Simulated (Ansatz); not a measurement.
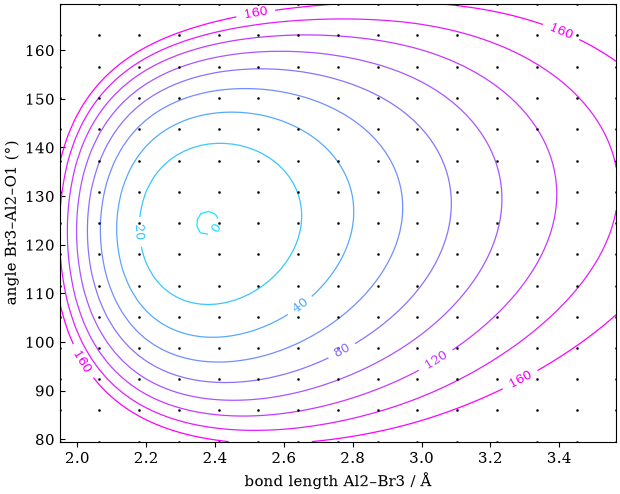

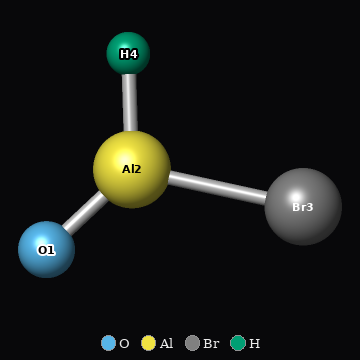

Energy landscape of AlBrHO, SMILES [O-][AlH][Br], charge −1. 
- First axis: bond length Al2–Br3. Second axis: angle Br3–Al2–O1.
- Nothing is relaxed (all other coordinates rigid).
- The scan uses a 15 × 15 grid.
- Energies are in kJ/mol, from the lowest grid point.
- The reference is spin-restricted, which grows unreliable where a bond is stretched far.
- Method: RKS BHLYP-D4/def2-TZVPD in Ansatz.

The picture shows contour lines labelled in kJ/mol (none above 160), dots at the grid points. Between grid points the surface is interpolated. The second picture is the structure at the lowest point.

**Summarise what can be read from the map.**

The lowest grid point is at bond length Al2–Br3 = 2.411 Å, angle Br3–Al2–O1 = 124.5°. No other kind of well shows on this grid. The highest grid point, bond length Al2–Br3 = 1.949 Å, angle Br3–Al2–O1 = 169.5°, lies 453 kJ/mol above the lowest. Round the minimum the two coordinates are weakly coupled (coupling −0.07 in units of the two stiffnesses).

Each point was launched as `ansatz run input.yaml --threads 1 --pin off --max-ram 2560MiB --backend cpu --events-out ev --progress --plain --runs-dir out`. Time for the 225 points that were run: 26 min on 1 thread of Arm Neoverse V2 (shared host).
